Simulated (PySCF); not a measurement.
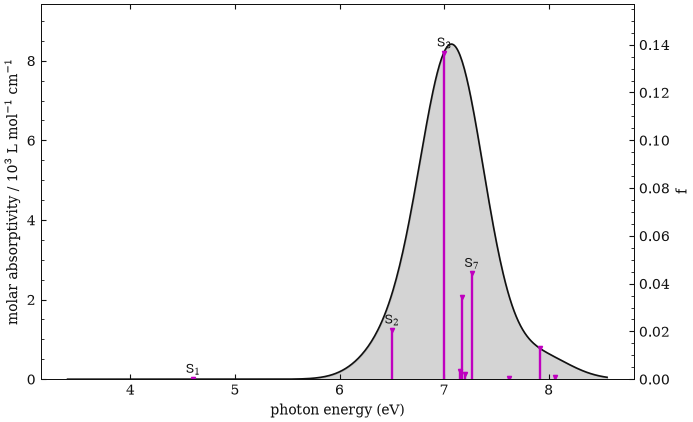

Computed absorption of C₅H₈O (methyl cyclopropyl ketone), SMILES CC(=O)C1CC1. Vertical TDDFT excitations, PBE0/6-31+G(d), PySCF 2.14.0, at a PBE0-D3(BJ)/def2-SVP geometry (no frequency check), gas phase. The lowest 10 singlet states are shown; each is broadened by a Gaussian of 1/e half-width 0.40 eV. Sticks give oscillator strengths (right axis).

Question: Where is the maximum of the broadened curve, and how high is it?

Answer: At about 7.1 eV (175 nm), with ε near 8400 L mol⁻¹ cm⁻¹.

Question: Where is the lowest singlet, and is it bright?

Answer: S1 lies at 4.60 eV (270 nm) with f = 0.000, mainly HOMO → LUMO (98 %); it is dark or nearly so.

Question: List the transitions behind the spectrum.

Answer:
```tsv
state	E (eV)	λ (nm)	f	main character
S1	4.60	270	0.000	HOMO → LUMO (98 %)
S2	6.50	191	0.021	HOMO → LUMO+1 (97 %)
S3	7.00	177	0.137	HOMO → LUMO+2 (53 %)
S4	7.15	173	0.003	HOMO−2 → LUMO (70 %)
S5	7.17	173	0.034	HOMO−1 → LUMO (40 %)
S6	7.20	172	0.002	HOMO → LUMO+3 (70 %)
S7	7.26	171	0.044	HOMO → LUMO+4 (76 %)
S8	7.62	163	0.001	HOMO−1 → LUMO+1 (95 %)
S9	7.92	157	0.013	HOMO → LUMO+5 (89 %)
S10	8.06	154	0.001	HOMO−2 → LUMO+1 (88 %)
```

Known limits of this run: states above the negative HOMO energy depend on the basis; one conformer of a flexible molecule; core orbitals are frozen in the response.
